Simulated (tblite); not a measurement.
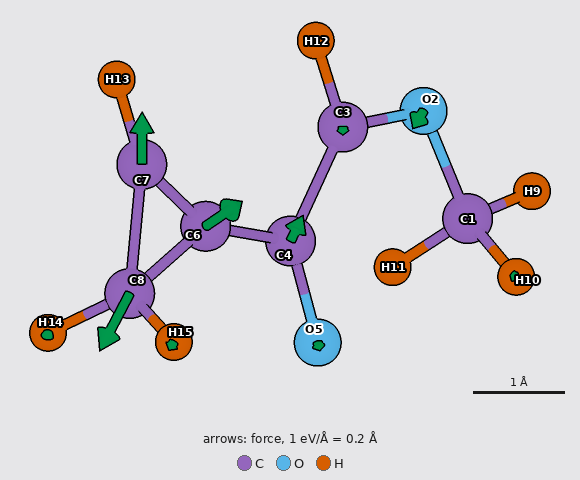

Starting geometry of C$_{6}$H$_{7}$O$_{2}$ (multiplicity 2) with the computed forces as green arrows. A ball-and-stick model, seen from a free direction.

Method: tblite 0.8.0, GFN2-xTB geometry optimisation, gas phase. 

Q: Is this structure relaxed? If not, where do the atoms go?

A: It isn't relaxed: the largest force vector, on C8, is 3.87 eV/Å. The final displacements have little in common with the starting forces (cosine between the two patterns 0.26). H9 moves most after the best rigid fit: 0.17 Å. By element the largest moves are H 0.17 Å, C 0.10 Å, O 0.09 Å. Some distances before and after: C6–C8 1.427 → 1.503 Å, C7–C8 1.429 → 1.495 Å, C3–C4 1.477 → 1.426 Å, O2–C3 1.357 → 1.325 Å. Bond angles that change, for instance: H14–C8–H15 118.0° → 113.4°, C4–C6–C7 154.8° → 151.2°, H10–C1–H11 111.6° → 108.2°. After 36 geometry steps the energy has fallen by 7.79 kcal/mol.
